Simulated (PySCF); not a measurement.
**C2H10GeO2Si: density, localisation and related maps**

Input file:

```
{"job": {"kind": "uv", "xc": "CAM-B3LYP", "basis": "def2-SVPD", "nstates": 8, "ntriplets": 3}, "charge": 0, "multiplicity": 1}
C     -1.850744     1.129400     0.675132
O     -1.452660    -0.191494     0.488102
Si    -0.222594    -0.726700    -0.428104
C      0.049504    -2.501411     0.148663
O      1.128147     0.167507    -0.234711
Ge     1.940487     1.471156     0.552313
H     -2.410455     1.191523     1.609649
H     -2.487039     1.459947    -0.149914
H     -0.979705     1.797032     0.733327
H     -0.497638    -0.575032    -1.858271
H      0.924018    -2.921246    -0.335216
H     -0.802403    -3.118181    -0.113614
H      0.193574    -2.571081     1.222781
H      1.600170     1.452161     2.016206
H      3.388932     1.200271     0.292618
H      1.470808     2.745091    -0.095405
```

Command:

```sh
OMP_NUM_THREADS=1 python probes_run.py task.json out
```

Geometry: GFN2-xTB.

Computed with CAM-B3LYP/def2-SVPD, SCF density, gas phase (PySCF).

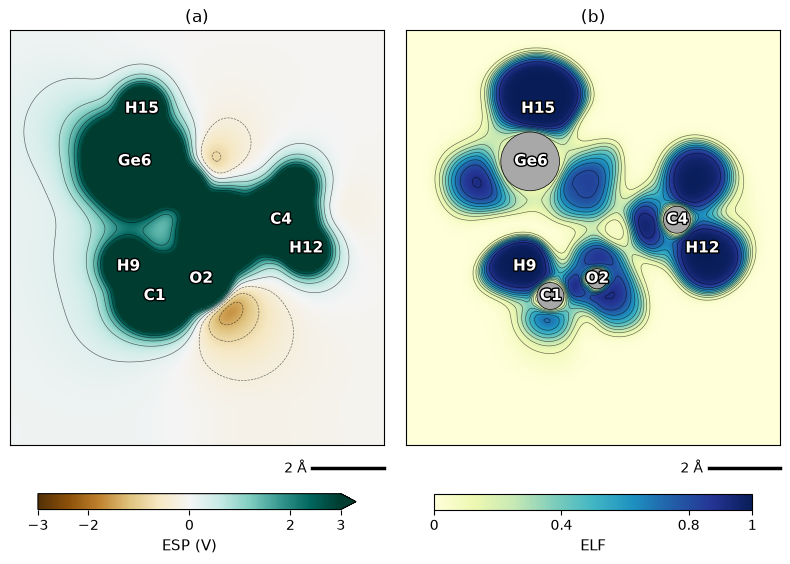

Figure 1. (a) electrostatic potential; (b) ELF on the plane of atoms O2, C1 and H9. Grey discs cover the atomic cores in the ELF map.

> Describe what can be read from this map.

The section cuts through C, O, Ge and H sites. C–O (1.39 Å): the ELF peaks at about 0.90 between the atoms: a shared but strongly polarised pair. C–H (1.08 Å): the ELF climbs to about 1 towards the hydrogen, as it does in any bond to H: a covalent bond by its length. Ge–H (1.50 Å): the ELF climbs to about 1 towards the hydrogen. The ELF also peaks beside O2 and O5, away from the bonds: lone-pair regions. Outside the dense part of the molecule the potential is most negative (−1.6 V) near O2.

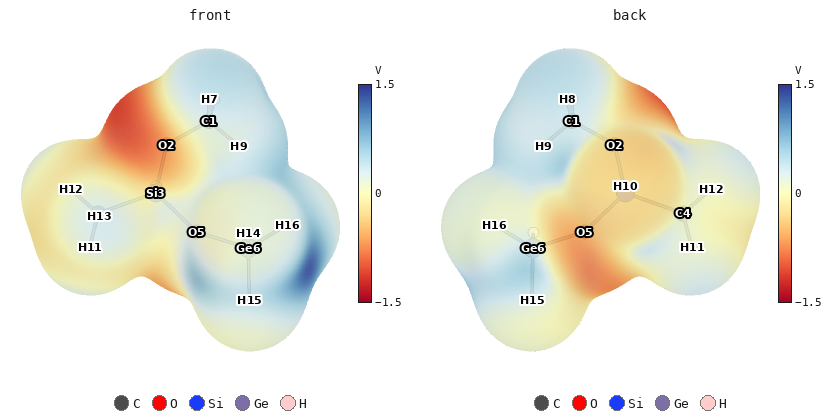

Figure 2. The electrostatic potential painted on the density surface at 0.001 e/bohr³, seen from the front and from behind; red is negative and blue positive.

> Where is the surface potential most negative and most positive?

The most negative region (about −1.1 V, or −25 kcal/mol for a unit charge) lies over O2, the most positive (about +1.3 V, or +30 kcal/mol for a unit charge) over Ge6. O2 is the likeliest acceptor of a hydrogen bond.

> What dipole moment does the calculation give?

Its dipole moment is 1.46 D.
